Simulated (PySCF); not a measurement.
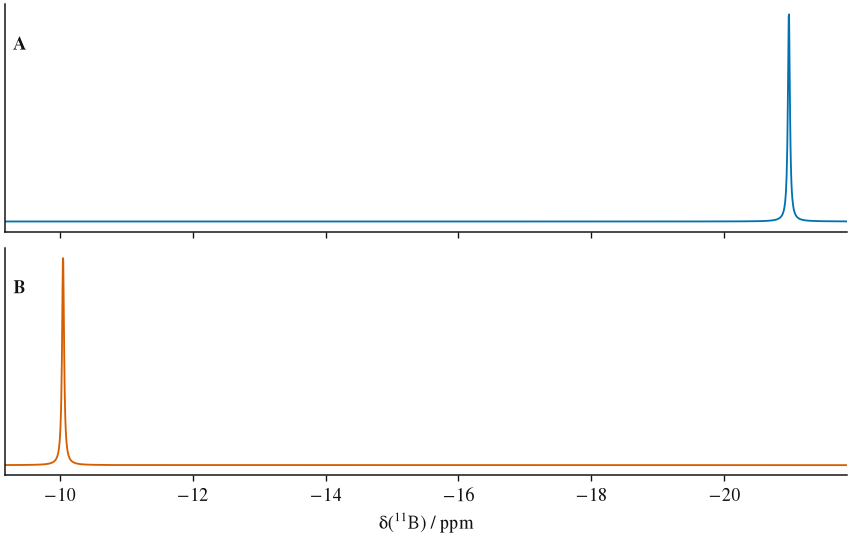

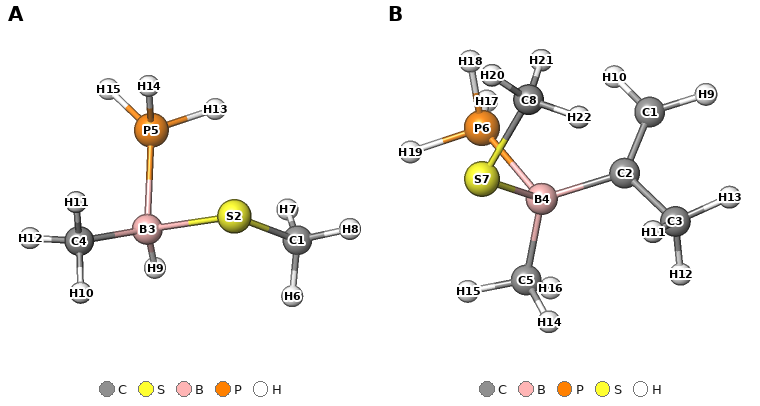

Related molecules: A is C₂H₁₀BPS, SMILES CS[B@@H-](C)[PH3+]; B is C₅H₁₄BPS, SMILES C=C(C)[B@-](C)([PH3+])SC. GIAO ¹¹B shifts against BF₃.OEt₂, PBE0/pcSseg-1 with PySCF 2.14.0, at a GFN2-xTB geometry (no frequency check); fully decoupled, line heights follow the number of nuclei within a panel, widths are arbitrary (no quadrupolar broadening); values of one conformer, averaged over methyl-type rotors and exact or near symmetry; other conformers aren't averaged in.

### How does the ¹¹B shift respond?

From A (−21.0 ppm) to B (−10.1 ppm) the nucleus is deshielded by 10.9 ppm.

Limits of at least one run: the tight-binding geometry is rougher than a DFT one and adds to the error.
